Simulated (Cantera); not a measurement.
Input: 1 mol Al, a varied amount of I2, at 850 K and 0.100 bar.

These are equilibrium values from Cantera (NASA tables, ideal gas, pure condensed phases), not measurements of a reactor. Candidate condensed phases: Al, AlI3, I2; 7 gas species. The numbers say what is thermodynamically allowed, not how fast it happens.

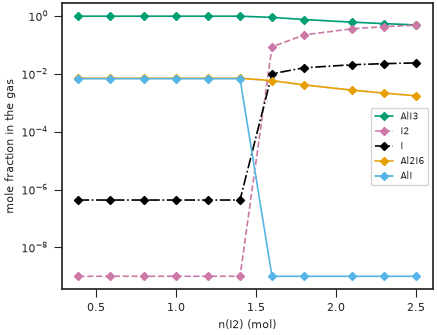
Fig. 1. Equilibrium gas composition (values under 1e-9 drawn at 1e-9)

From 0.39 mol I2 to 1.4 mol I2 the condensed part is Al(s). From 1.6 mol I2 to 2.5 mol I2 nothing is condensed. The main Al-bearing gas is AlI3 throughout.
